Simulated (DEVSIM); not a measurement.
System: Al0.15Ga0.85As/GaAs n-p heterojunction, at 300 K.

```
layer (left to right)        material  thickness (μm)  Nd (cm⁻³)  Na (cm⁻³)   τn (s)   τp (s)
---------------------  --------------  --------------  ---------  ---------  -------  -------
1                      Al0.15Ga0.85As           0.110     1.6e16          -  3.3e-10  3.3e-10
2                                GaAs            7.00          -     6.8e16  3.3e-10  3.3e-10
```

Left contact: ohmic. Right contact: ohmic. Voltage is applied to the left contact. Recombination: SRH at mid-gap, radiative, Auger. Mobility is μmin + (μ − μmin)/(1 + (N/Nref)^α).

This is a model device: material constants are rounded textbook-type values typed into the input, and sizes, dopings and lifetimes were drawn at random. Values at 300 K.

```csv
parameter,Al0.15Ga0.85As,GaAs
gap (eV),1.611,1.424
affinity (eV),3.9515,4.07
permittivity,12.47,12.9
Nc (cm⁻³),5.6e17,4.7e17
Nv (cm⁻³),9e18,9e18
μn (cm²/Vs),5695,8500
μp (cm²/Vs),282,400
"μn,min",500,500
"μp,min",20,20
"Nref,n",6e16,6e16
"Nref,p",1.5e17,1.5e17
αn,0.39,0.39
αp,0.38,0.38
B (cm³/s),2e-10,2e-10
Cn (cm⁶/s),1e-30,1e-30
Cp (cm⁶/s),1e-30,1e-30
```

DEVSIM, 1D drift-diffusion, Boltzmann statistics, complete ionisation; no tunnelling, impact ionisation, image-force lowering or self-heating. Band offsets follow the typed affinities; no thermionic-emission limit at abrupt steps, no polarisation charge.

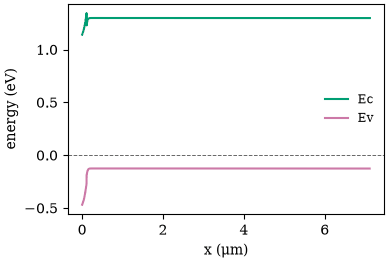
Figure: Band edges at -1.05 V on the left contact

Energies count from the Fermi level of the right contact; mesh points crowd at the junctions.

| x (μm) | Ec (eV) | Ev (eV) | n (cm⁻³) | p (cm⁻³) | field (V/cm) |
|---|---|---|---|---|---|
| 0.000 | 1.142 | -0.469 | 1.6e16 | < 1e2 | 10000 |
| 0.005826 | 1.148 | -0.463 | 1.3e16 | 3.5e10 | 10000 |
| 0.01808 | 1.161 | -0.450 | 7.7e15 | 1.4e11 | 11000 |
| 0.04207 | 1.192 | -0.419 | 2.3e15 | 7.4e11 | 15000 |
| 0.08662 | 1.282 | -0.329 | 7.1e13 | 2.6e13 | 25000 |
| 0.1017 | 1.322 | -0.289 | 1.5e13 | 1.2e14 | 29000 |
| 0.1088 | 1.343 | -0.267 | 6.4e12 | 2.8e14 | 30000 |
| 0.1161 | 1.245 | -0.179 | 2.4e14 | 8.6e15 | 24000 |
| 0.1297 | 1.271 | -0.153 | 8.8e13 | 2.4e16 | 14000 |
| 0.1607 | 1.294 | -0.130 | 3.6e13 | 5.6e16 | 2900 |
| 0.2256 | 1.298 | -0.126 | 2.9e13 | 6.8e16 | 59 |
| 0.4670 | 1.298 | -0.126 | 2.6e13 | 6.8e16 | ≈ 0 |
| 0.9228 | 1.298 | -0.126 | 2.0e13 | 6.8e16 | ≈ 0 |
| 1.953 | 1.298 | -0.126 | 1.2e13 | 6.8e16 | ≈ 0 |
| 4.783 | 1.298 | -0.126 | 2.5e12 | 6.8e16 | ≈ 0 |
| 6.083 | 1.298 | -0.126 | 9.4e11 | 6.8e16 | ≈ 0 |
| 6.658 | 1.298 | -0.126 | 4.0e11 | 6.8e16 | ≈ 0 |
| 6.904 | 1.298 | -0.126 | 1.8e11 | 6.8e16 | ≈ 0 |
| 7.045 | 1.298 | -0.126 | 5.7e10 | 6.8e16 | ≈ 0 |
| 7.084 | 1.298 | -0.126 | 2.3e10 | 6.8e16 | ≈ 0 |
| 7.101 | 1.298 | -0.126 | 7.8e9 | 6.8e16 | ≈ 0 |
| 7.110 | 1.298 | -0.126 | < 1e2 | 6.8e16 | ≈ 0 |
